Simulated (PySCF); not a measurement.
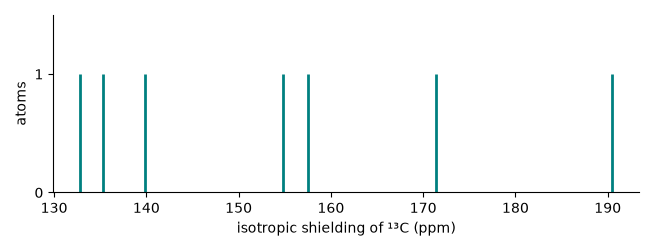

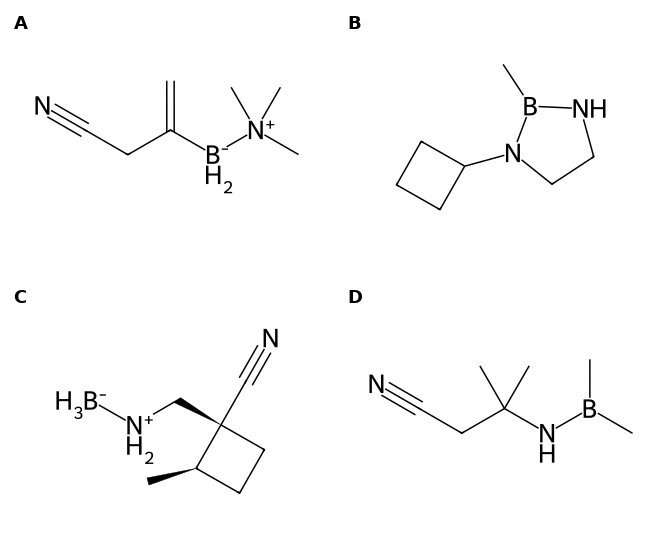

The sticks are computed shieldings of one of the molecules, for one fixed geometry (GFN2-xTB) without averaging over rotations. Low shielding means a high chemical shift. Method: GIAO PBE0/pcSseg-1 NMR shielding, non-relativistic, gas phase (PySCF 2.14.0).

> Match the spectrum to a structure.

B, `CB1NCCN1C1CCC1`. Its 7 C atoms give lines at 132.8, 135.3, 139.8, 154.8, 157.5, 171.4, 190.5 ppm.

The geometry is semi-empirical. Around B such bond lengths and angles can be off by a tenth of an ångström or more and by several degrees, and values that hang on the shape move with them.
